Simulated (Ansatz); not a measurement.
GeH4O4···GeH4

Input

```
crystal:
  periodic: [false, false, false]
  atoms:
    - { symbol: Ge, position_ang: [0.421023, 0.217246, -0.222427] }
    - { symbol: Ge, position_ang: [-0.237193, 0.277476, 3.332371] }
    - { symbol: H, position_ang: [-1.413779, -0.698009, 3.167839] }
    - { symbol: H, position_ang: [1.068114, -0.507695, 3.46565] }
    - { symbol: H, position_ang: [-0.464951, 1.077354, 4.625612] }
    - { symbol: O, position_ang: [1.216499, -0.174625, -1.727279] }
    - { symbol: H, position_ang: [1.47751, -1.0753, -1.851677] }
    - { symbol: O, position_ang: [-1.059132, 1.047238, -0.58157] }
    - { symbol: H, position_ang: [-1.219103, 1.20141, -1.502341] }
    - { symbol: O, position_ang: [0.058743, -1.259109, 0.620537] }
    - { symbol: H, position_ang: [-0.859405, -1.464856, 0.722975] }
    - { symbol: O, position_ang: [1.527089, 1.207153, 0.708386] }
    - { symbol: H, position_ang: [2.320524, 1.430117, 0.240746] }
    - { symbol: H, position_ang: [-0.167239, 1.2599, 2.150579] }
basis:
  gaussian: { orbitals: def2-SVP }
hamiltonian:
  xc: hf
relax:
  f_tol: 0.03
  max_steps: 50
output:
  orbitals: {}
```

Launched as:

```sh
ansatz run input.yaml --threads 4 --pin off --max-ram 5120MiB --backend cpu --events-out ev --progress --plain --runs-dir out
```

The fields are those of the run's last geometry, not of the input's.

Theory: Ansatz 0.2.0, RHF/def2-SVP.

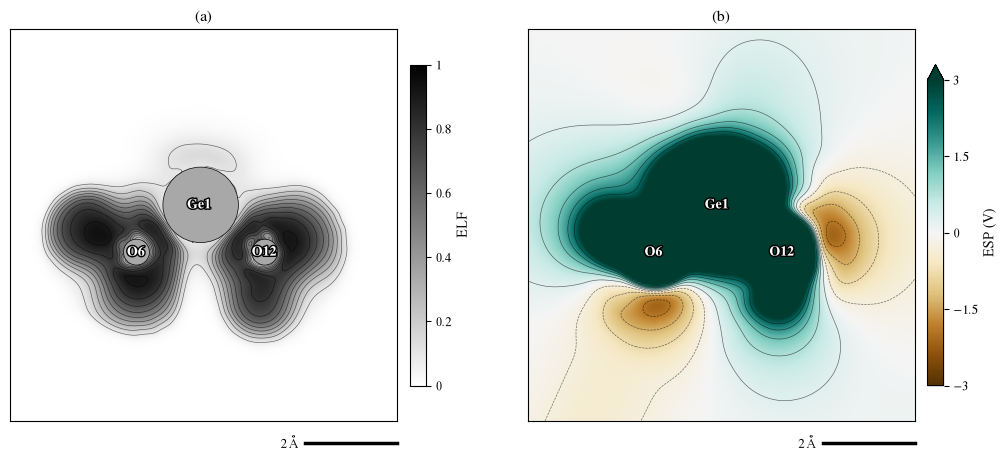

Figure 1. (a) ELF; (b) electrostatic potential on the plane of atoms O6, Ge1 and O12. Grey discs cover the atomic cores in the ELF map.

### Describe what can be read from this map.

- Atoms in the plane: Ge and O.
- Ge–O (1.73 Å): the ELF peaks at about 0.85 in the valence shell of O, 0.6 Å from its nucleus, and is about 0.35 at the midpoint.
- The ELF also peaks beside O6 and O12, away from the bonds: lone-pair regions.
- Outside the dense part of the complex the potential is most negative (−2.1 V) near O12.

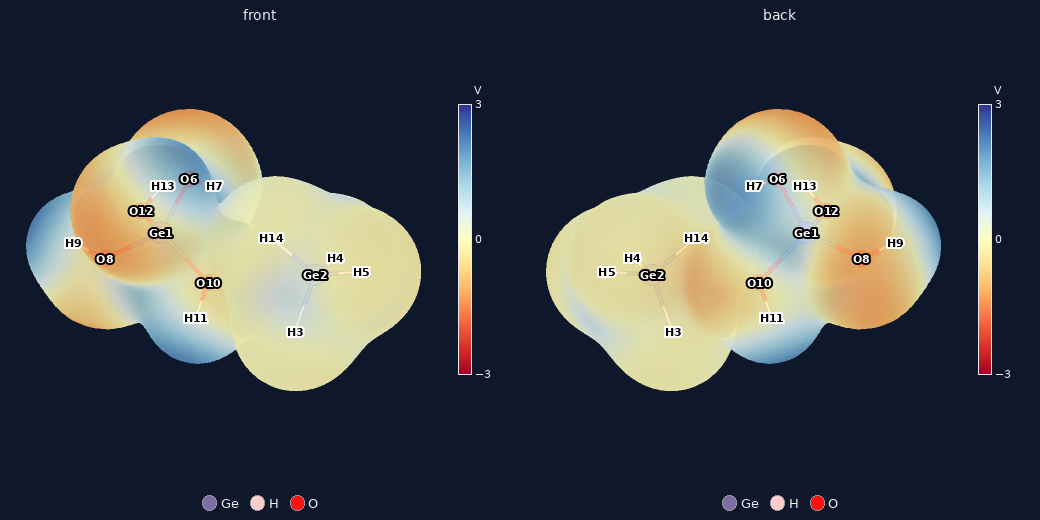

Figure 2. The molecular electrostatic potential painted on the density surface at 0.001 e/bohr³, seen from the front and from behind; the colour scale runs from red (negative) to blue (positive).

### Describe the electrostatic potential map.

The most negative region (about −1.3 V, or −30 kcal/mol for a unit charge) lies over O6, O8 and O12, the most positive (about +2.1 V, or +48 kcal/mol for a unit charge) over H7, H9, H11 and H13.

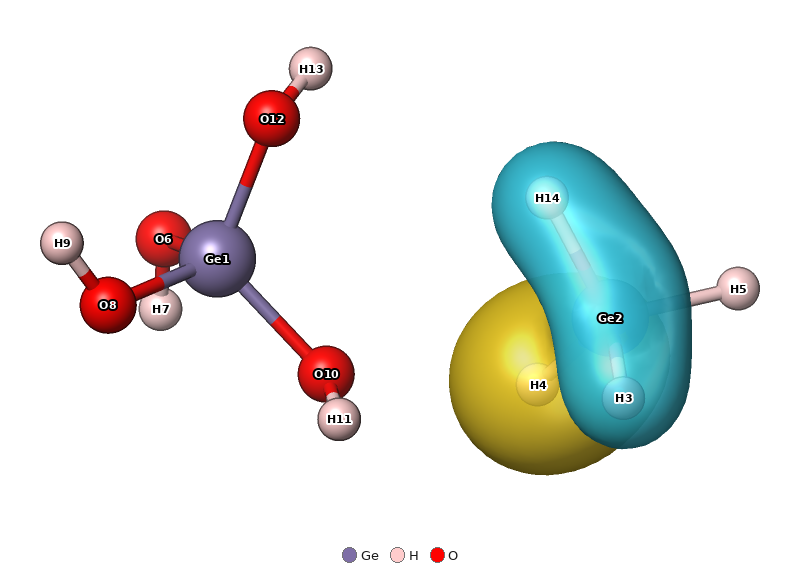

Figure 3. The HOMO−1 at ±0.15 Å⁻³ᐟ² (yellow and cyan are the two phases), seen at a tilt.

### What is the character of this orbital?

By Hirshfeld shares it lies mainly on Ge2 (about 45 %), H4 (about 35 %), H14 (about 10 %) and H3 (about 10 %). Its energy is −12.72 eV.
